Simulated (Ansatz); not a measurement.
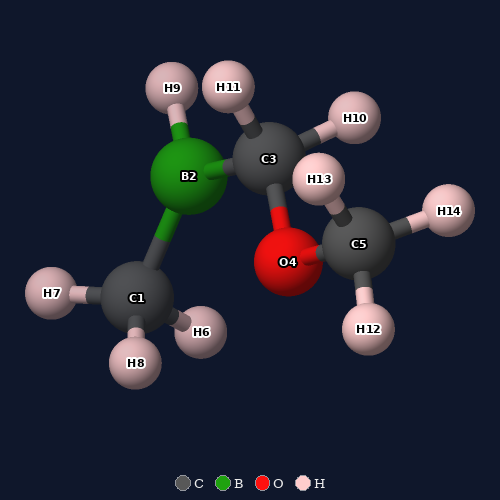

The system is C₃H₉BO, SMILES CBCOC; the picture shows the reference structure. First axis: angle C3–O4–C5. Second axis: change of the bonds O4–C3, O4–C5, all alike. Nothing is relaxed (all other coordinates rigid). The scan uses a 13 × 13 grid. Points are written as (first, second). All energies are given in eV relative to the relaxed molecule at the same level. These are results of Ansatz 0.2.0, RKS PBE-D4/def2-SVP, not measurements.

Its coordinates:

```yaml
atoms:
  - { symbol: C, position_ang: [-1.7321, 0.9633, 1.0409] }
  - { symbol: B, position_ang: [-0.3171, 1.3663, 0.5246] }
  - { symbol: C, position_ang: [0.6535, 0.3638, -0.1888] }
  - { symbol: O, position_ang: [0.1576, -0.9529, -0.2918] }
  - { symbol: C, position_ang: [1.0528, -1.8395, -0.9109] }
  - { symbol: H, position_ang: [-2.4250, 1.2545, 0.2122] }
  - { symbol: H, position_ang: [-2.0794, 1.5319, 1.9263] }
  - { symbol: H, position_ang: [-1.8605, -0.1269, 1.1852] }
  - { symbol: H, position_ang: [0.0843, 2.5184, 0.6167] }
  - { symbol: H, position_ang: [0.9215, 0.7895, -1.1972] }
  - { symbol: H, position_ang: [1.6349, 0.3993, 0.3662] }
  - { symbol: H, position_ang: [0.5777, -2.8402, -0.9422] }
  - { symbol: H, position_ang: [2.0198, -1.9245, -0.3535] }
  - { symbol: H, position_ang: [1.2988, -1.5321, -1.9588] }
```

Range: angle C3–O4–C5 from 68.4 to 158.4°; change of the bonds O4–C3, O4–C5, all alike from −0.155 to 0.239 Å.

**What landscape does the calculation give?**

The lowest grid point is at (113.4°, 0.009 Å), 0.0027 eV from the relaxed molecule at the same level. No other kind of well shows on this grid. The highest grid point, (68.4°, −0.155 Å), lies 11.68 eV above the lowest. Round the minimum the valley is somewhat tilted: raising angle C3–O4–C5 shifts the best value of the second coordinate downwards (coupling k₁₂/√(k₁₁k₂₂) about 0.2).

| second ↓, first → | 68.4 | 75.9 | 83.4 | 90.9 | 98.4 | 105.9 | 113.4 | 120.9 | 128.4 | 135.9 | 143.4 | 150.9 | 158.4 |
| --- | --- | --- | --- | --- | --- | --- | --- | --- | --- | --- | --- | --- | --- |
| 0.239 | 4.11 | 2.60 | 1.82 | 1.41 | 1.23 | 1.18 | 1.22 | 1.35 | 1.53 | 1.76 | 2.03 | 2.32 | 2.60 |
| 0.206 | 4.20 | 2.53 | 1.66 | 1.21 | 0.99 | 0.93 | 0.97 | 1.08 | 1.27 | 1.50 | 1.76 | 2.04 | 2.32 |
| 0.174 | 4.34 | 2.50 | 1.54 | 1.04 | 0.79 | 0.70 | 0.73 | 0.84 | 1.02 | 1.25 | 1.51 | 1.79 | 2.06 |
| 0.141 | 4.54 | 2.52 | 1.45 | 0.89 | 0.60 | 0.50 | 0.51 | 0.62 | 0.79 | 1.01 | 1.27 | 1.54 | 1.81 |
| 0.108 | 4.82 | 2.60 | 1.41 | 0.77 | 0.45 | 0.32 | 0.32 | 0.42 | 0.58 | 0.80 | 1.06 | 1.32 | 1.57 |
| 0.075 | 5.19 | 2.75 | 1.42 | 0.71 | 0.34 | 0.18 | 0.16 | 0.25 | 0.41 | 0.62 | 0.87 | 1.13 | 1.37 |
| 0.042 | 5.66 | 2.97 | 1.50 | 0.70 | 0.28 | 0.09 | 0.06 | 0.13 | 0.28 | 0.48 | 0.72 | 0.98 | 1.21 |
| 0.009 | 6.25 | 3.30 | 1.66 | 0.77 | 0.29 | 0.06 | 0.00 | 0.06 | 0.20 | 0.40 | 0.63 | 0.87 | 1.10 |
| −0.023 | 6.95 | 3.72 | 1.91 | 0.91 | 0.37 | 0.10 | 0.02 | 0.06 | 0.19 | 0.38 | 0.60 | 0.84 | 1.06 |
| −0.056 | 7.83 | 4.29 | 2.29 | 1.16 | 0.55 | 0.24 | 0.12 | 0.14 | 0.26 | 0.43 | 0.65 | 0.88 | 1.09 |
| −0.089 | 8.89 | 5.01 | 2.80 | 1.54 | 0.84 | 0.48 | 0.33 | 0.33 | 0.43 | 0.59 | 0.80 | 1.02 | 1.22 |
| −0.122 | 10.16 | 5.92 | 3.48 | 2.07 | 1.28 | 0.85 | 0.66 | 0.64 | 0.72 | 0.87 | 1.07 | 1.28 | 1.48 |
| −0.155 | 11.68 | 7.05 | 4.35 | 2.78 | 1.88 | 1.39 | 1.16 | 1.10 | 1.16 | 1.30 | 1.48 | 1.68 | 1.87 |

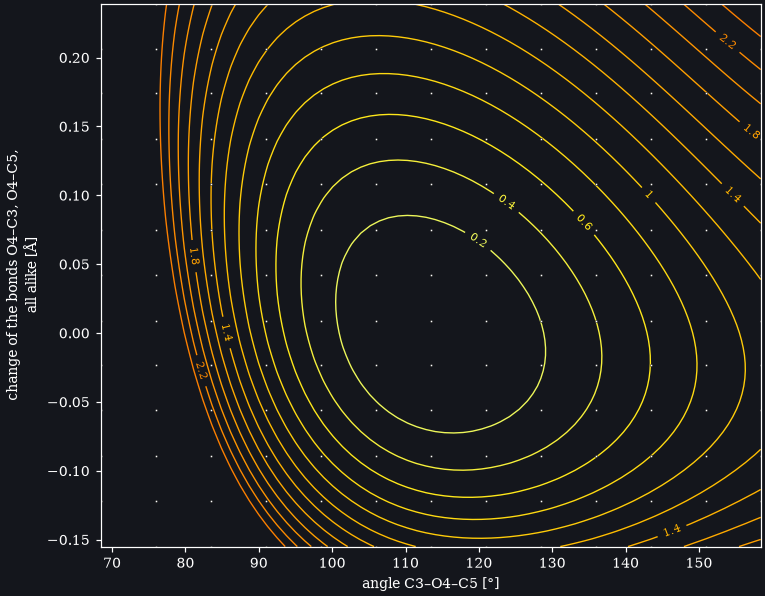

In the figure: contour lines labelled in eV (none above 2.4), dots at the grid points. Between grid points the surface is interpolated.

Each point was launched as `ansatz run input.yaml --threads 1 --pin off --max-ram 2560MiB --backend cpu --events-out ev --progress --plain --runs-dir out`. The whole map (169 points run) took 13 min on 1 thread of Arm Neoverse V1, with other jobs on the host.
